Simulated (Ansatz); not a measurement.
System: Cl4FH3OSi.

```json
{"atom": "Si", "x (Å)": "-0.9250", "y (Å)": "0.6043", "z (Å)": "-0.1256"}
{"atom": "Cl", "x (Å)": "-0.1919", "y (Å)": "-0.7471", "z (Å)": "1.8963"}
{"atom": "Cl", "x (Å)": "-1.2231", "y (Å)": "1.6262", "z (Å)": "-1.9498"}
{"atom": "Cl", "x (Å)": "-2.5298", "y (Å)": "-0.6313", "z (Å)": "-0.1905"}
{"atom": "Cl", "x (Å)": "-0.9400", "y (Å)": "2.1949", "z (Å)": "1.1298"}
{"atom": "H", "x (Å)": "1.3439", "y (Å)": "-0.6932", "z (Å)": "-0.2066"}
{"atom": "O", "x (Å)": "0.5911", "y (Å)": "0.0179", "z (Å)": "-0.7082"}
{"atom": "H", "x (Å)": "1.1493", "y (Å)": "-1.2807", "z (Å)": "1.2620"}
{"atom": "F", "x (Å)": "1.9534", "y (Å)": "-1.4150", "z (Å)": "0.4998"}
{"atom": "H", "x (Å)": "0.7719", "y (Å)": "0.3239", "z (Å)": "-1.6074"}
```

A transition-state structure; geometry: PBE0-D4/def2-TZVP.

The calculation used RKS PBE0-D4/def2-TZVPP in Ansatz.

Question: What can the converged electron density and electron localisation function tell about the bonding?

Answer: F9···H6 (1.18 Å): the density falls to about 1.1 e/Å³ on the way; the ELF peaks at about 0.85 between the atoms.
Si–O (1.73 Å): ρ at the midpoint is about 0.99 e/Å³; the ELF peaks at about 0.90 between the atoms; a polar covalent bond.
O–H (0.97 Å): the density is about 3.9 e/Å³ at the midpoint; the ELF climbs to about 1 towards the hydrogen, as it does in any bond to H; an ordinary covalent bond to hydrogen.
Si–Cl (2.11 Å): ρ is about 0.85 e/Å³ halfway; the ELF peaks at about 0.90 between the atoms: a polar covalent bond.

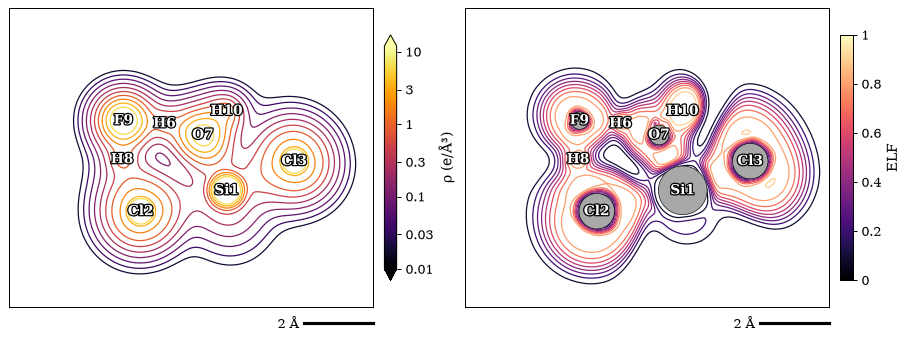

Computed electron density and electron localisation function on the plane of atoms Cl2, H8 and F9, in this order. Grey discs cover the atomic cores in the ELF map. 
